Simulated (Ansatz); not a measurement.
HfSiH6Cl2O2: geometry relaxation (part 2 of 2)

HfSiH6Cl2O2; RKS B3LYP-D4/def2-SVP (Ansatz 0.2.0). The input holds or restrains some coordinates. It belongs to a series of runs on one base structure; here: pulled along the bonds that form and break, towards end B.

Geometry of the input (Å):
```
Hf 0.0000  0.0000  0.0000
O  0.0000  0.0000  2.4200
H  -0.9095  -0.2814  2.7571
Cl 2.3764  0.0000  -0.8392
Cl -1.1869  2.0563  -0.8392
O  -0.9750  -1.6891  -0.6893
H  -1.4296  -2.1548  0.0831
Si 1.5261  2.3015  0.9176
H  2.6492  1.8480  1.7329
H  2.0303  3.0429  -0.2347
H  0.6658  3.1701  1.7157
H  0.7559  1.1400  2.1872
```

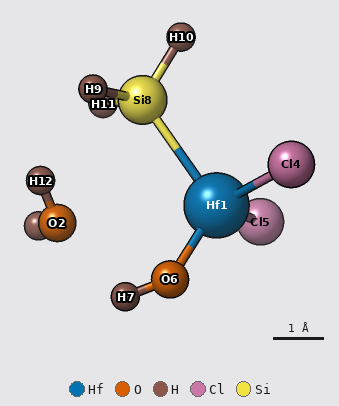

**Figure 1.** The geometry at step 15 of the log (ball-and-stick view, seen at a tilt; atoms are numbered from 1 in the order of the input).

Trajectory as extended XYZ, continued
```
12
Properties=species:S:1:pos:R:3:forces:R:3 step=6 energy=-38415.48714
Hf    0.2362    0.2963   -0.5448   -0.4995  -0.7805   0.0042
O     0.0438   -0.1816    2.6680   -0.4061   2.4315   0.2712
H    -0.9086   -0.1326    2.9409    0.9688  -0.1061  -0.2467
Cl    2.4404   -0.1943   -1.2279   -0.0698  -0.1108  -0.4395
Cl   -1.2937    2.0030   -1.1326    0.0213  -0.0844  -0.3716
O    -0.8056   -1.3422   -0.3735    0.0351   0.1373   0.5570
H    -1.3085   -2.0449    0.0715    0.3392   0.3840  -0.2119
Si    1.4495    2.2027    0.8631    0.4053   0.6073   0.7116
H     2.6493    1.8469    1.6987   -0.0952  -0.0157   0.0075
H     1.9874    3.0142   -0.2838   -0.0317   0.0066  -0.0033
H     0.6557    3.1813    1.6912   -0.0129  -0.1192   0.0262
H     0.3569    0.7847    2.8405   -0.6544  -2.3500  -0.3047
12
Properties=species:S:1:pos:R:3:forces:R:3 step=7 energy=-38415.71419
Hf    0.2591    0.3340   -0.6006   -0.5117  -0.6416  -0.0965
O    -0.0529   -0.1679    2.6014   -0.1632   2.0369   0.9017
H    -0.9403   -0.0478    3.0392    1.0847  -0.1758  -0.5878
Cl    2.4116   -0.2015   -1.4175   -0.1107  -0.0247  -0.2999
Cl   -1.2737    1.9964   -1.3024    0.0931  -0.0786  -0.2698
O    -0.7619   -1.2769   -0.3121   -0.0083  -0.0899   0.4238
H    -1.1927   -1.9860    0.1889    0.2400   0.3297  -0.1878
Si    1.4291    2.1728    0.9042    0.3495   0.5942   0.6031
H     2.6234    1.8070    1.7420   -0.0799  -0.0195   0.0019
H     1.9523    2.9847   -0.2447    0.0657   0.1068   0.0049
H     0.6177    3.1295    1.7408    0.0056  -0.1344  -0.0128
H     0.4310    0.6893    2.8721   -0.9647  -1.9030  -0.4809
12
Properties=species:S:1:pos:R:3:forces:R:3 step=8 energy=-38415.88704
Hf    0.2673    0.3577   -0.6143   -0.4148  -0.6145  -0.3443
O    -0.0746   -0.1769    2.5845   -0.1402   1.6457   0.7573
H    -0.9661   -0.0478    2.9985    0.9097  -0.1367  -0.4605
Cl    2.3485   -0.1797   -1.6060   -0.1764   0.0044  -0.1455
Cl   -1.2346    1.9769   -1.4672    0.1003  -0.1084  -0.1381
O    -0.7241   -1.2336   -0.2021   -0.1128  -0.2204   0.3454
H    -1.1233   -1.9209    0.3522    0.2377   0.3229  -0.2199
Si    1.4296    2.1604    0.9262    0.3695   0.6223   0.4726
H     2.6056    1.7525    1.7681   -0.0801  -0.0080   0.0370
H     1.9764    3.0196   -0.1768    0.0670   0.1117   0.0411
H     0.5808    3.0703    1.7749    0.0306  -0.1102   0.0186
H     0.4172    0.6549    2.8731   -0.7906  -1.5088  -0.3635
12
Properties=species:S:1:pos:R:3:forces:R:3 step=9 energy=-38416.01708
Hf    0.2626    0.3689   -0.6450   -0.4276  -0.7060  -0.4988
O    -0.0815   -0.1314    2.5621    0.0300   1.2796   0.5980
H    -0.9665   -0.0060    2.9733    0.6365  -0.0613  -0.3275
Cl    2.2629   -0.1665   -1.7863   -0.1499   0.0078  -0.0595
Cl   -1.2289    1.9290   -1.6060    0.0534  -0.0755  -0.0690
O    -0.6847   -1.2145   -0.1182   -0.1080  -0.2055   0.2349
H    -1.0441   -1.8857    0.4796    0.2163   0.3038  -0.2158
Si    1.4311    2.1511    0.9119    0.4316   0.6673   0.4666
H     2.5265    1.6317    1.8024   -0.0516   0.0152   0.0228
H     2.0720    3.1237   -0.0423    0.0019  -0.0001   0.1105
H     0.5268    2.9659    1.7980    0.0235  -0.0556   0.0197
H     0.4266    0.6672    2.8816   -0.6560  -1.1696  -0.2819
12
Properties=species:S:1:pos:R:3:forces:R:3 step=10 energy=-38416.08532
Hf    0.2413    0.3557   -0.6982   -0.3597  -0.6624  -0.4872
O    -0.0664   -0.0100    2.5293    0.6403   0.8556   0.5447
H    -0.9513    0.1318    2.9064    0.2332   0.1071  -0.0394
Cl    2.1686   -0.1679   -1.9567   -0.1083  -0.0079   0.0077
Cl   -1.2334    1.8736   -1.7386   -0.0037  -0.0514  -0.0073
O    -0.6686   -1.2289   -0.1035   -0.0702  -0.1759   0.2740
H    -0.9649   -1.8902    0.5398    0.1840   0.3173  -0.2734
Si    1.3991    2.0991    0.9168    0.7078   1.0826   0.5898
H     2.4497    1.5607    1.8602   -0.0868  -0.1077  -0.0946
H     2.1245    3.1798    0.1259   -0.1663  -0.2521   0.1205
H     0.4886    2.8648    1.8468   -0.0616  -0.0847  -0.1093
H     0.5156    0.6652    2.9831   -0.9088  -1.0205  -0.5254
12
Properties=species:S:1:pos:R:3:forces:R:3 step=11 energy=-38416.13125
Hf    0.2471    0.3889   -0.7127   -0.4876  -0.7611  -0.5223
O    -0.0432   -0.0293    2.5151    0.3950   0.7064   0.5247
H    -0.9131    0.2275    2.8683    0.2391   0.0069  -0.0704
Cl    2.1139   -0.1796   -2.0309    0.0139   0.0083  -0.0049
Cl   -1.2600    1.8494   -1.7851   -0.0251  -0.0047  -0.0023
O    -0.6299   -1.1913   -0.0663   -0.0527  -0.1227   0.1505
H    -0.8812   -1.8388    0.6067    0.1405   0.2624  -0.2014
Si    1.3768    2.1185    0.9358    0.5471   0.7695   0.5975
H     2.3040    1.4434    1.9308   -0.0622   0.1523  -0.1426
H     2.1930    3.1567    0.1924   -0.0792  -0.1695   0.1672
H     0.4057    2.9022    1.7883    0.0608  -0.0922  -0.0772
H     0.5896    0.5860    2.9687   -0.6896  -0.7557  -0.4188
12
Properties=species:S:1:pos:R:3:forces:R:3 step=12 energy=-38416.17417
Hf    0.2573    0.3919   -0.7463   -0.3553  -0.4574  -0.6509
O    -0.1542   -0.0148    2.4727    0.3774   0.4727   0.4933
H    -0.9584    0.3771    2.8552    0.2348  -0.0103  -0.0605
Cl    2.0916   -0.1429   -2.1223    0.0549  -0.0078  -0.0249
Cl   -1.3196    1.8190   -1.7601   -0.0653   0.0392  -0.0109
O    -0.5403   -1.1829   -0.0344   -0.1232  -0.3916   0.1075
H    -0.7492   -1.7438    0.7231    0.0764   0.1741  -0.1029
Si    1.3789    2.0821    0.9458    0.5289   0.7308   0.4530
H     2.2980    1.4090    1.9312   -0.0082  -0.0001   0.0299
H     2.2234    3.1195    0.2554   -0.0355  -0.0404   0.0437
H     0.3910    2.8482    1.7780   -0.0130  -0.0116   0.0155
H     0.5841    0.4711    2.9129   -0.6720  -0.4975  -0.2930
12
Properties=species:S:1:pos:R:3:forces:R:3 step=13 energy=-38416.21953
Hf    0.2536    0.3968   -0.7745   -0.3480  -0.9034  -0.5521
O    -0.3093    0.0403    2.4304    0.3041   0.4771   0.5521
H    -1.0264    0.5642    2.8364    0.3295  -0.1618  -0.1477
Cl    2.0798   -0.0545   -2.2020   -0.0793   0.0477   0.0205
Cl   -1.4309    1.7739   -1.6980   -0.0200   0.0112   0.0480
O    -0.3781   -1.2560   -0.0249   -0.0425  -0.0780   0.2351
H    -0.6344   -1.6456    0.8300    0.1611   0.2838  -0.3822
Si    1.4206    2.0253    0.9476    0.4373   0.7545   0.4699
H     2.3504    1.3463    1.9139   -0.0156  -0.0855   0.0450
H     2.2442    3.0950    0.2958    0.0198   0.0083  -0.0210
H     0.4240    2.7495    1.8054   -0.0074   0.0348   0.0188
H     0.5092    0.3983    2.8511   -0.7391  -0.3886  -0.2863
12
Properties=species:S:1:pos:R:3:forces:R:3 step=14 energy=-38416.19200 accepted=F
Hf    0.3022    0.3492   -0.7729   -0.6372  -0.5021  -0.7241
O    -0.4731    0.0749    2.4044    0.9284   1.2373   1.1292
H    -1.0457    0.7552    2.8605    0.8769  -0.9300  -0.6321
Cl    2.0747    0.0224   -2.3039   -0.0862   0.0135   0.0746
Cl   -1.4576    1.7313   -1.5657    0.1158  -0.1376   0.0750
O    -0.2674   -1.3220   -0.0122   -0.0550  -0.2350   0.8260
H    -0.5482   -1.6081    0.8889    0.1962   0.3599  -0.8458
Si    1.4207    2.0212    0.9420    0.4283   0.6970   0.5254
H     2.3126    1.2790    1.8986    0.0588  -0.0385   0.0845
H     2.2714    3.0853    0.3132    0.0289  -0.0615  -0.0031
H     0.4517    2.7555    1.8234   -0.0212  -0.0096  -0.0350
H     0.4615    0.2898    2.7348   -1.8336  -0.3935  -0.4746
12
Properties=species:S:1:pos:R:3:forces:R:3 step=15 energy=-38416.24754
Hf    0.2665    0.3854   -0.7759   -0.3787  -0.7987  -0.5723
O    -0.3704    0.0591    2.4175    0.3653   0.4511   0.4892
H    -1.0677    0.6066    2.8231    0.2487  -0.1440  -0.1285
Cl    2.0596    0.0013   -2.2633   -0.0705   0.0329   0.0166
Cl   -1.4730    1.7488   -1.6146   -0.0204   0.0001   0.0413
O    -0.3005   -1.2840   -0.0140   -0.0073  -0.0718   0.2055
H    -0.5766   -1.6287    0.8527    0.1221   0.2226  -0.3061
Si    1.4350    2.0133    0.9451    0.4551   0.7280   0.4835
H     2.3283    1.3070    1.9278   -0.0120  -0.0592   0.0455
H     2.2966    3.0568    0.2993    0.0177  -0.0026  -0.0079
H     0.4449    2.7679    1.7852    0.0010   0.0139   0.0108
H     0.4600    0.4000    2.8284   -0.7211  -0.3723  -0.2775
12
Properties=species:S:1:pos:R:3:forces:R:3 step=16 energy=-38416.27361
Hf    0.2792    0.3755   -0.7741   -0.3853  -0.6634  -0.6501
O    -0.4319    0.0729    2.4049    0.4964   0.4137   0.4104
H    -1.0845    0.6586    2.8276    0.1753  -0.1253  -0.1127
Cl    2.0388    0.0342   -2.3100   -0.0662   0.0397   0.0159
Cl   -1.5068    1.7233   -1.5459   -0.0018  -0.0359   0.0489
O    -0.2080   -1.3125   -0.0025   -0.0824  -0.1025   0.3144
H    -0.5537   -1.5997    0.8617    0.1558   0.1811  -0.3178
Si    1.4444    2.0107    0.9427    0.4743   0.6765   0.5390
H     2.3002    1.2796    1.9452   -0.0067  -0.0185   0.0148
H     2.3367    3.0336    0.3034    0.0086  -0.0248   0.0199
H     0.4591    2.7831    1.7736    0.0061   0.0083  -0.0156
H     0.4291    0.3741    2.7848   -0.7742  -0.3489  -0.2672
12
Properties=species:S:1:pos:R:3:forces:R:3 step=17 energy=-38416.30337
Hf    0.3053    0.3619   -0.7901   -0.6056  -0.5683  -0.6031
O    -0.5347    0.1163    2.3636    0.7500   0.2829   0.3925
H    -1.1259    0.7317    2.8291    0.1199  -0.1015  -0.1166
Cl    2.0112    0.1184   -2.4051   -0.0661   0.0027   0.0247
Cl   -1.5791    1.6547   -1.4352    0.1182  -0.0895   0.0551
O    -0.1012   -1.3277    0.0296   -0.0026  -0.0457   0.3545
H    -0.4735   -1.5429    0.9067    0.1262   0.1552  -0.3874
Si    1.4678    1.9816    0.9442    0.5284   0.7107   0.5902
H     2.2802    1.2373    1.9796   -0.0601   0.0036  -0.0287
H     2.4087    2.9761    0.3259   -0.0095  -0.0541   0.0236
H     0.4813    2.7941    1.7382    0.0320  -0.0334  -0.0357
H     0.3626    0.3318    2.7248   -0.9308  -0.2628  -0.2691
12
Properties=species:S:1:pos:R:3:forces:R:3 step=18 energy=-38416.31076
Hf    0.2991    0.3661   -0.7816   -0.3921  -0.7145  -0.5867
O    -0.5903    0.1029    2.3557    0.6307   0.5097   0.3661
H    -1.1480    0.7938    2.7595    0.1880  -0.2529  -0.1451
Cl    1.9467    0.1599   -2.4652   -0.1182   0.0324   0.0868
Cl   -1.6283    1.6271   -1.3612    0.0752  -0.1131   0.0794
O     0.0784   -1.3365    0.0986   -0.6292   0.0081   0.7294
H    -0.4715   -1.5067    0.9078    0.6645   0.2036  -0.8367
Si    1.4854    1.9715    0.9490    0.5642   0.6419   0.5665
H     2.2470    1.1967    2.0038   -0.0728   0.0566  -0.0584
H     2.4678    2.9352    0.3434   -0.0402  -0.0622   0.0618
H     0.4968    2.8071    1.7168    0.0422  -0.0274  -0.0256
H     0.3196    0.3164    2.6847   -0.9122  -0.2820  -0.2376
12
Properties=species:S:1:pos:R:3:forces:R:3 step=19 energy=-38416.35287
Hf    0.3210    0.3649   -0.7770   -0.5360  -0.5948  -0.4645
O    -0.7009    0.1398    2.3194    0.7021   0.3094   0.1510
H    -1.3145    0.7984    2.6838    0.1176  -0.0860  -0.0742
Cl    1.8558    0.2202   -2.5609   -0.0208   0.0125  -0.0039
Cl   -1.6934    1.5442   -1.1912    0.0431  -0.0448   0.0108
O     0.1924   -1.3283    0.1236   -0.0487   0.0534   0.0246
H    -0.3274   -1.5001    0.9266    0.0628   0.0014  -0.0471
Si    1.5565    1.9402    0.9463    0.5152   0.6475   0.5944
H     2.2956    1.1573    2.0038   -0.0564  -0.0073  -0.0191
H     2.5557    2.8929    0.3675    0.0189  -0.0009  -0.0088
H     0.5766    2.7852    1.7155    0.0242  -0.0210  -0.0246
H     0.1852    0.4188    2.6537   -0.8220  -0.2694  -0.1384
12
Properties=species:S:1:pos:R:3:forces:R:3 step=20 energy=-38416.33758 accepted=F
Hf    0.3214    0.3631   -0.7894   -0.5919  -0.5671  -0.4288
O    -0.6738    0.1735    2.3163    0.3941   1.1150   0.6325
H    -1.3882    0.8340    2.5023    0.8214  -0.6592  -0.1543
Cl    1.7744    0.2999   -2.6536   -0.0475  -0.0149   0.0803
Cl   -1.7467    1.4862   -1.1267    0.1154  -0.0668   0.0460
O     0.2479   -1.3291    0.1188    0.0881   0.0864  -0.2159
H    -0.2030   -1.4915    0.9596   -0.0528  -0.0241   0.1173
Si    1.5727    1.8961    0.9621    0.4963   0.6097   0.5378
H     2.2580    1.0749    2.0266   -0.0206   0.0305  -0.0490
H     2.6021    2.8252    0.3982    0.0416   0.0080   0.0350
H     0.6014    2.7590    1.7219    0.0257   0.0006  -0.0329
H     0.1364    0.5420    2.7753   -1.2698  -0.5183  -0.5682
12
Properties=species:S:1:pos:R:3:forces:R:3 step=21 energy=-38416.35904
Hf    0.3166    0.3681   -0.7722   -0.5203  -0.6087  -0.4906
O    -0.6820    0.1364    2.3267    0.5115   0.5991   0.2405
H    -1.3253    0.8224    2.5902    0.2724  -0.2932  -0.1124
Cl    1.8212    0.2451   -2.5836   -0.0157   0.0103   0.0003
Cl   -1.7150    1.5204   -1.1646    0.0049  -0.0131   0.0167
O     0.1970   -1.3328    0.1110   -0.0051   0.0145   0.0452
H    -0.2741   -1.5050    0.9432    0.0335   0.0049  -0.0616
Si    1.5597    1.9335    0.9544    0.5160   0.6144   0.5448
H     2.2635    1.1228    2.0137   -0.0259   0.0174  -0.0032
H     2.5811    2.8706    0.3876    0.0154  -0.0084   0.0180
H     0.5834    2.7886    1.7145    0.0148  -0.0035  -0.0059
H     0.1766    0.4635    2.6902   -0.8015  -0.3336  -0.1918
12
Properties=species:S:1:pos:R:3:forces:R:3 step=22 energy=-38416.37063
Hf    0.3130    0.3699   -0.7790   -0.5184  -0.5651  -0.4512
O    -0.6797    0.1479    2.3217    0.6043   0.4174   0.1509
H    -1.3548    0.8020    2.5650    0.0914  -0.0967  -0.0409
Cl    1.7769    0.2808   -2.6255   -0.0149   0.0062  -0.0022
Cl   -1.7464    1.4926   -1.1108    0.0039  -0.0160   0.0058
O     0.2471   -1.3289    0.1117    0.0169   0.0107  -0.0303
H    -0.2171   -1.5085    0.9443    0.0022  -0.0121   0.0167
Si    1.5677    1.9269    0.9481    0.5248   0.6225   0.5615
H     2.1836    1.0954    2.0458   -0.0006   0.0289  -0.0064
H     2.6560    2.8131    0.4204   -0.0097  -0.0376   0.0222
H     0.6025    2.8325    1.6633    0.0091  -0.0092  -0.0177
H     0.1540    0.5097    2.7060   -0.7090  -0.3488  -0.2084
12
Properties=species:S:1:pos:R:3:forces:R:3 step=23 energy=-38416.37554
Hf    0.3064    0.3820   -0.7854   -0.5263  -0.6720  -0.4051
O    -0.6956    0.1709    2.3123    0.7467   0.2532   0.0875
H    -1.3801    0.8211    2.5203   -0.0634   0.0463   0.0112
Cl    1.6937    0.3400   -2.6968   -0.0405   0.0081   0.0611
Cl   -1.8013    1.4361   -1.0593    0.0488  -0.0174   0.0230
O     0.3183   -1.3221    0.1038    0.0089   0.0989  -0.0661
H    -0.1172   -1.5093    0.9505   -0.0155  -0.0221  -0.0093
Si    1.5816    1.9029    0.9595    0.6214   0.6922   0.6268
H     2.1026    1.0816    2.1221   -0.0565   0.0773  -0.1083
H     2.7528    2.7135    0.4664   -0.1286  -0.0839   0.0636
H     0.6199    2.8792    1.5927    0.0836  -0.0451  -0.0431
H     0.1216    0.5378    2.7252   -0.6785  -0.3353  -0.2413
```

Results in brief

```json
{"quantity": "outcome", "value": "converged under the restraints of the input"}
{"quantity": "total energy", "value": "−38416.3759 eV"}
{"quantity": "mean-field energy", "value": "−38415.8671 eV"}
{"quantity": "largest force (length of the vector) at the end, held atoms and coordinates included", "value": "1.122 eV/Å"}
{"quantity": "hardware", "value": "4 threads of Intel Xeon (Granite Rapids), 32 GiB of memory available, shared host"}
{"quantity": "wall time", "value": "51 s (CPU time 3.1 min)"}
{"quantity": "peak memory", "value": "0.47 GiB"}
```
